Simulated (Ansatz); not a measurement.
```xyz
5

B    -1.3806    0.5638    0.0823
F     0.8243   -1.1481    1.6231
Ga    0.5744    0.3076    0.6804
O    -2.5177    0.7416   -0.2832
H     1.8380    1.1677    0.4428
```

Geometry: r2SCAN-D4/def2-SVP.

These are results of Ansatz, isolated molecule in a Gaussian basis; Kohn-Sham density functional theory, functional PBE0, not measurements.

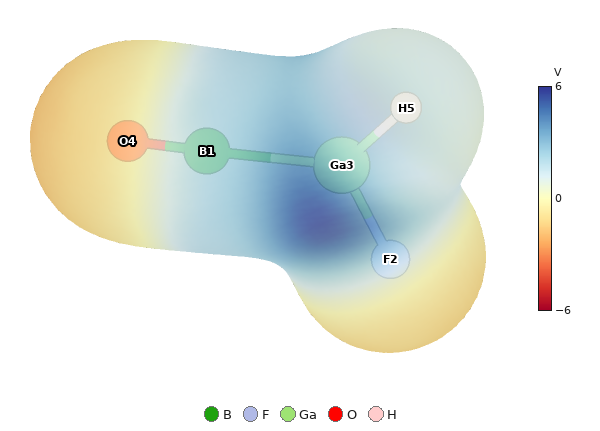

BFGaHO. The electrostatic potential painted on the density surface at 0.004 e/bohr³, seen at a tilt; red is negative and blue positive.

> Describe the electrostatic potential map.

The most negative region (about −1.7 V) lies over O4, the most positive (about +5.5 V) over Ga3. O4 is the likeliest acceptor of a hydrogen bond.

> How polar is the molecule by this calculation?

Its dipole moment is 2.92 D.
